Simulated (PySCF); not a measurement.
Consider C7H16P2 (SMILES C=P1(CC)CCPCC1).

Input file:

```
{"job": {"kind": "nmr", "xc": "PBE0", "basis": "pcSseg-1"}, "charge": 0, "multiplicity": 1}
C      0.035455    -2.027518     1.039335
P      0.488005    -0.574135     0.276635
C      2.227351     0.048383    -0.110179
C      2.432471     1.387880    -0.805306
C     -0.246720     0.821628     1.210210
C     -1.750226     0.604765     1.328876
P     -2.559414     0.839963    -0.331098
C     -1.846175    -0.669139    -1.155066
C     -0.345810    -0.493212    -1.353605
H      0.430505    -2.069792     2.054563
H      0.368943    -2.888077     0.459007
H      2.738568     0.044652     0.860905
H      2.678005    -0.757787    -0.703005
H      2.025455     2.204766    -0.215312
H      3.498160     1.567909    -0.938573
H      1.964820     1.398481    -1.786227
H      0.223781     0.845047     2.199167
H     -0.029724     1.763943     0.698970
H     -2.186212     1.330830     2.021887
H     -1.946254    -0.406088     1.697586
H     -3.767153     0.229446     0.028994
H     -2.032661    -1.552333    -0.537623
H     -2.346563    -0.793776    -2.120227
H     -0.127651     0.464810    -1.834179
H      0.062111    -1.296501    -1.976601
```

Run with:

```sh
OMP_NUM_THREADS=1 python probes_run.py task.json out
```

Geometry: GFN2-xTB.

Computed with PBE0/pcSseg-1, SCF density, gas phase, non-relativistic (PySCF).

Q: What will maps of the electron density and electron localisation function show?

A: C–C (1.52 Å): ρ is about 1.6 e/Å³ halfway; the ELF peaks at about 0.95 between the atoms (a shared electron pair).
C–P (1.70 Å): ρ at the midpoint is about 1.3 e/Å³; the ELF peaks at about 0.90 between the atoms, as expected for localised, covalent bonding.
C–H (1.09 Å): ρ is about 2 e/Å³ halfway; the ELF climbs to about 1 towards the hydrogen, as it does in any bond to H; an ordinary covalent bond to hydrogen.
C–P (1.89 Å): ρ is about 1.1 e/Å³ halfway; the ELF peaks at about 0.95 between the atoms, as expected for localised, covalent bonding.

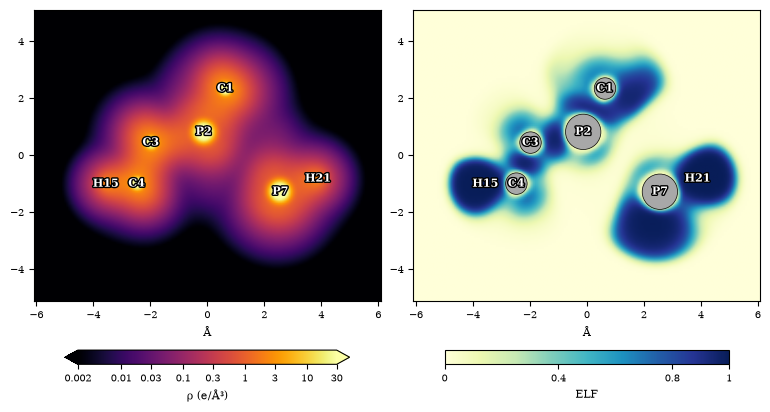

Computed electron density and electron localisation function on the plane of atoms C1, P2 and C3, in this order. Grey discs cover the atomic cores in the ELF map. 
